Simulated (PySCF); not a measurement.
# C5H12O (3-pentanol): levels of theory compared

Aim: a comparison of 5 runs (HF/STO-3G, B3LYP/6-31G*, CAM-B3LYP/6-31G*, M06-2X/6-31G*, PBE0/6-31G*) of C5H12O (3-pentanol). Input form: a Python script.

The calculation is run with PySCF 2.14.0.

2 further runs of the same task are left out: 2 set aside as unsound or not needed.

## 1. The structure to begin with

The species is C5H12O (18 atoms), meant as a singlet with charge 0. SMILES: `CCC(O)CC`. The C2–C3 distance was set to 1.996 Å, away from the relaxed value.

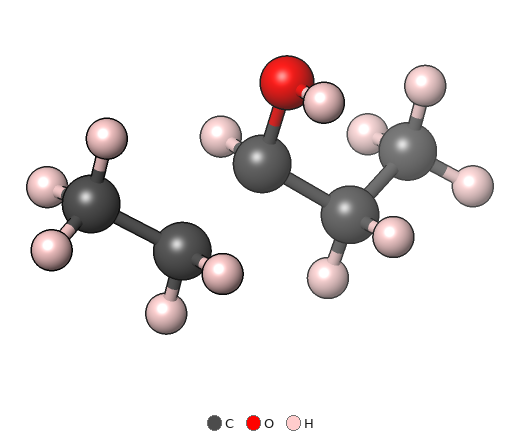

The structure, seen from a chosen angle (carbon dark grey, oxygen red, hydrogen pink).

## 2. The energy at HF/STO-3G (run 1)

job.py reads:

```python
from pyscf import gto

system = gto.M(
    atom=[
    ('C', (-1.533480, 2.438920, 0.440050)),
    ('C', (-1.196400, 1.047770, 0.963340)),
    ('C', (0.056340, 0.084090, -0.255340)),
    ('O', (1.270780, 0.787930, -0.401170)),
    ('C', (0.300390, -1.351690, 0.231130)),
    ('C', (1.166290, -2.137770, -0.745930)),
    ('H', (-0.620560, 3.000050, 0.256240)),
    ('H', (-2.082880, 2.368110, -0.495580)),
    ('H', (-2.141240, 2.982520, 1.159320)),
    ('H', (-0.732490, 1.129620, 1.951070)),
    ('H', (-2.109450, 0.459960, 1.070680)),
    ('H', (-0.367040, 0.058530, -1.265400)),
    ('H', (1.691250, 0.842050, 0.465280)),
    ('H', (-0.661260, -1.850850, 0.360420)),
    ('H', (0.791890, -1.312840, 1.208050)),
    ('H', (0.647190, -2.265940, -1.692800)),
    ('H', (2.093950, -1.603540, -0.936500)),
    ('H', (1.402930, -3.120130, -0.344110)),
],
    verbose=3,
    spin=0,
    basis='sto-3g',
    max_memory=1860,
)

hf = system.RHF()
hf.conv_tol = 1e-10
hf.kernel()
if not hf.converged:
    hf = hf.newton().run(hf.mo_coeff, hf.mo_occ)

energy = hf.e_tot
print('Final energy', energy)
```

Command:

```sh
$ OMP_NUM_THREADS=1 python job.py
```

What it wrote:

```text
converged SCF energy = -267.798966223811
Final energy -267.798966223811
```

Run time: 1.5 s. Hardware: 1 thread of Intel Xeon at 2.70GHz, shared host; peak memory 0.12 GiB.

## 3. A single-point energy at B3LYP/6-31G(d) (spherical functions) (run 2)

calc.py reads:

```python
from pyscf import gto, dft

system = gto.M(
    atom=[
    ('C', (-1.533480, 2.438920, 0.440050)),
    ('C', (-1.196400, 1.047770, 0.963340)),
    ('C', (0.056340, 0.084090, -0.255340)),
    ('O', (1.270780, 0.787930, -0.401170)),
    ('C', (0.300390, -1.351690, 0.231130)),
    ('C', (1.166290, -2.137770, -0.745930)),
    ('H', (-0.620560, 3.000050, 0.256240)),
    ('H', (-2.082880, 2.368110, -0.495580)),
    ('H', (-2.141240, 2.982520, 1.159320)),
    ('H', (-0.732490, 1.129620, 1.951070)),
    ('H', (-2.109450, 0.459960, 1.070680)),
    ('H', (-0.367040, 0.058530, -1.265400)),
    ('H', (1.691250, 0.842050, 0.465280)),
    ('H', (-0.661260, -1.850850, 0.360420)),
    ('H', (0.791890, -1.312840, 1.208050)),
    ('H', (0.647190, -2.265940, -1.692800)),
    ('H', (2.093950, -1.603540, -0.936500)),
    ('H', (1.402930, -3.120130, -0.344110)),
],
    verbose=3,
    max_memory=1860,
    basis='6-31g*',
)

ks = dft.RKS(system, xc='b3lyp')
ks.grids.level = 5
ks.conv_tol = 1e-10
ks.kernel()
if not ks.converged:
    ks = ks.newton().run(ks.mo_coeff, ks.mo_occ)

energy = ks.e_tot
print('E(%s) = %.9f' % ('B3LYP', energy))
```

Command:

```sh
$ OMP_NUM_THREADS=1 python calc.py
```

What it wrote:

```text
converged SCF energy = -272.9276469253
E(B3LYP) = -272.927646925
```

Run time: 47 s. Hardware: 1 thread of Intel Xeon at 2.70GHz, shared host; peak memory 0.59 GiB.

Runs 3 to 4 aren't shown in full; the table further down has their settings and results.

## 4. The energy at PBE0/6-31G(d) (spherical functions) (run 5)

run.py reads:

```python
from pyscf import gto, dft

system = gto.Mole()
system.atom = '''
C     -1.533480     2.438920     0.440050
C     -1.196400     1.047770     0.963340
C      0.056340     0.084090    -0.255340
O      1.270780     0.787930    -0.401170
C      0.300390    -1.351690     0.231130
C      1.166290    -2.137770    -0.745930
H     -0.620560     3.000050     0.256240
H     -2.082880     2.368110    -0.495580
H     -2.141240     2.982520     1.159320
H     -0.732490     1.129620     1.951070
H     -2.109450     0.459960     1.070680
H     -0.367040     0.058530    -1.265400
H      1.691250     0.842050     0.465280
H     -0.661260    -1.850850     0.360420
H      0.791890    -1.312840     1.208050
H      0.647190    -2.265940    -1.692800
H      2.093950    -1.603540    -0.936500
H      1.402930    -3.120130    -0.344110
'''
system.basis = '6-31g*'
system.charge = 0
system.max_memory = 1860
system.verbose = 3
system.build()

mf = dft.RKS(system)
mf.xc = 'pbe0'
mf.conv_tol = 1e-10
mf.grids.level = 5
mf.kernel()
if not mf.converged:
    mf = mf.newton().run(mf.mo_coeff, mf.mo_occ)

energy = mf.e_tot
print('Final energy', energy)
```

Command:

```sh
$ OMP_NUM_THREADS=1 python run.py
```

What it wrote:

```text
converged SCF energy = -272.594233304296
Final energy -272.5942333042958
```

Run time: 42 s. Hardware: 1 thread of Intel Xeon at 2.70GHz, shared host; peak memory 0.59 GiB.

## 5. The series

```csv
run,level,integration grid,energy (Eh),dipole moment (D),HOMO energy (eV),LUMO energy (eV),wall time
1,HF/STO-3G,–,-267.798966,1.34,-7.86,9.55,1.5 s
2,B3LYP/6-31G* (spherical functions),5,-272.927647,1.39,-6.41,1.67,47 s
3,CAM-B3LYP/6-31G* (spherical functions),5,-272.768821,1.44,-7.98,3.10,83 s
4,M06-2X/6-31G* (spherical functions),5,-272.780821,1.46,-7.92,2.79,85 s
5,PBE0/6-31G* (spherical functions),5,-272.594233,1.42,-6.68,1.94,42 s
```

## 6. Outcome

```
            quantity          value
 run 5: total energy  -272.59423 Eh
run 5: dipole moment         1.42 D
  run 5: HOMO energy       -6.68 eV
  run 5: LUMO energy        1.94 eV
run 5: HOMO–LUMO gap        8.62 eV
```

In words: The dipole moment (its size) runs from 1.34 D (HF/STO-3G) to 1.46 D (M06-2X/6-31G*). The two ends differ in method and basis. The HOMO–LUMO gap runs from 8.09 eV (B3LYP/6-31G*) to 17.41 eV (HF/STO-3G). Totals of different functionals can't be ranked against each other. In run 1 the basis is minimal, so the values are rough. All runs together took 4.3 min, the longest 85 s.
